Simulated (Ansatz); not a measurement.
```xyz
17

C    -1.282   -1.882   -0.692
C    -1.139   -0.555   -0.545
C    -0.798    0.154    0.726
C    -1.061    1.655    0.696
Al    1.077   -0.530    0.616
C     2.387    0.363   -0.551
H    -1.447   -2.326   -1.658
H    -1.289   -2.551    0.154
H    -1.163    0.062   -1.435
H    -1.295   -0.316    1.572
H    -0.737    2.128    1.619
H    -0.524    2.136   -0.121
H    -2.120    1.880    0.566
H     1.409   -1.862    1.429
H     1.899    0.944   -1.332
H     3.009    1.051    0.024
H     3.054   -0.353   -1.026
```

> Where will the first 8 clear peaks of this molecule's radial distribution curve from gas electron diffraction lie, and which pairs make them?

Peak 1, 1.09 Å: C–H 1.08–1.09 Å (×10)
Peak 2, 1.51 Å: C–C 1.49–1.52 Å (×2), Al–H 1.60 Å, not resolved; in its flanks C–C 1.34 Å
Peak 3, 1.99 Å: Al–C 1.97–2.00 Å (×2), C···H 2.08–2.19 Å (×9), not resolved
Peak 4, 2.53 Å: Al···C 2.50 Å, C···C 2.53–2.54 Å (×2), Al···H 2.57–2.58 Å (×4), not resolved
Peak 5, 3.05 Å: C···H 2.81–3.14 Å (×4), Al···C 3.02–3.06 Å (×2), Al···H 3.09–3.20 Å (×3), not resolved
Peak 6, 3.48 Å: Al···H 3.37 Å, C···H 3.43–3.66 Å (×8), C···C 3.44–3.64 Å (×2), not resolved
Peak 7, 3.80 Å: C···H 3.67–4.05 Å (×3), C···C 3.81–3.89 Å (×2), Al···H 3.84–4.00 Å (×2), not resolved
Peak 8, 4.26 Å: C···H 4.13–4.48 Å (×10), H···H 4.13–4.54 Å (×11), C···C 4.30 Å, not resolved; in its flanks C···H 4.61–5.25 Å, H···H 4.69–5.86 Å

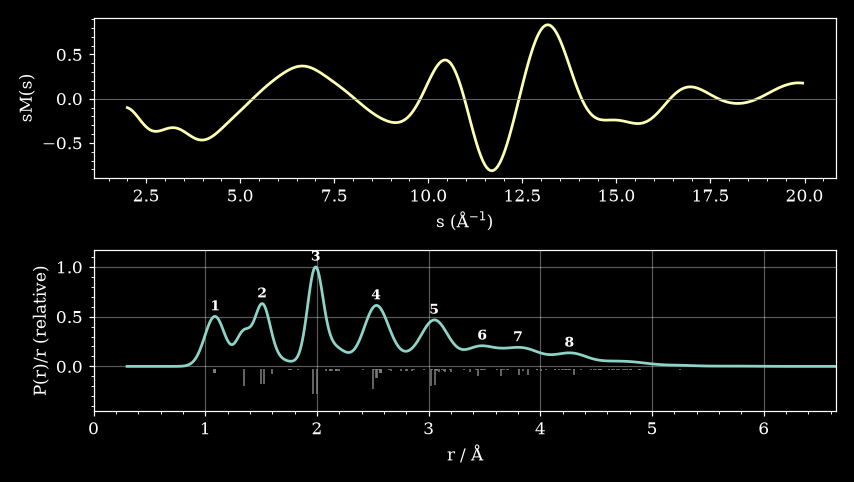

Simulated gas electron diffraction: reduced molecular intensity sM(s) from the Debye equation in the first Born approximation (top) and the radial distribution curve (bottom) of C5H11Al. Each pair of atoms contributes with weight ZᵢZⱼ/r (bars below the curve); damping constant 0.001 Å²; vibrational amplitudes assumed, not computed: 0.05 Å for bonds, 0.078 Å for bonds to H, 0.06 + 0.015 r up to 0.15 Å for other pairs. The geometry is the end point of an optimisation (RKS BHLYP-D4/6-31G (Ansatz)); it may be a saddle point or a higher isomer.
